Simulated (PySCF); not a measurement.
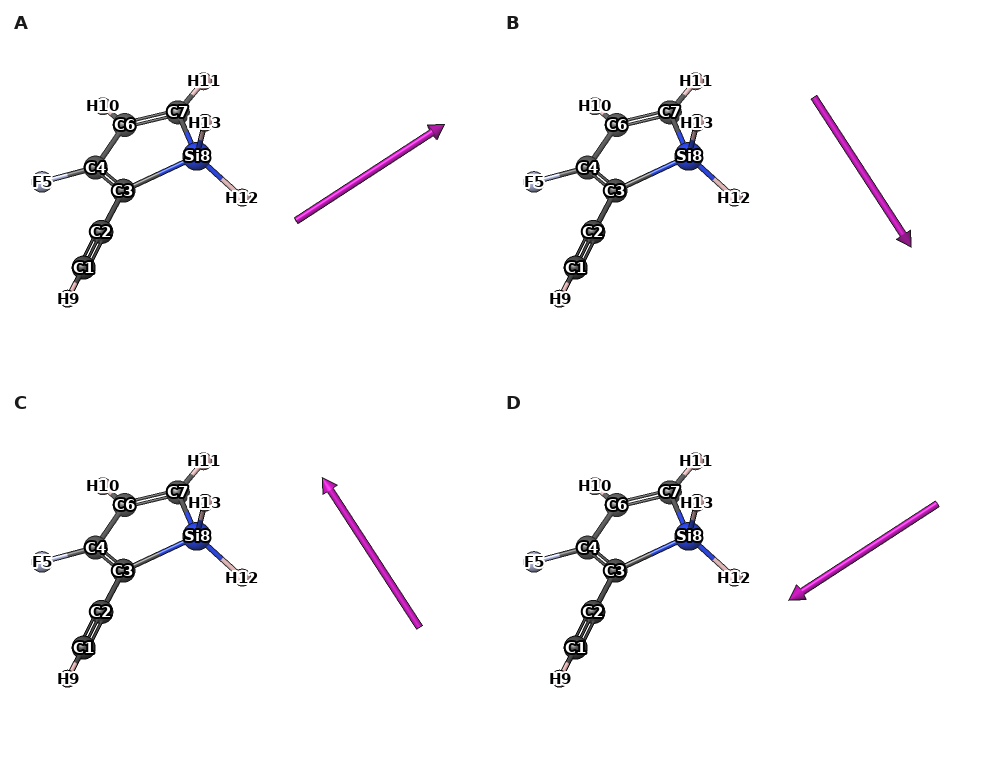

The same molecule four times, each with an arrow. The geometry was computed by an optimisation with GFN2-xTB. No frequency run is at hand to confirm it as a minimum. Properties computed with PBE0/def2-SVPD, gas phase (PySCF 2.14.0).

Which arrow points along the dipole moment, from the negative to the positive end?

Answer. A. The dipole moment is 2.13 D; it points from the side of H9 to the side of H11 (the outermost atoms at the two ends).

The geometry is semi-empirical. Around Si such bond lengths and angles can be off by a tenth of an ångström or more and by several degrees, and values that hang on the shape move with them.
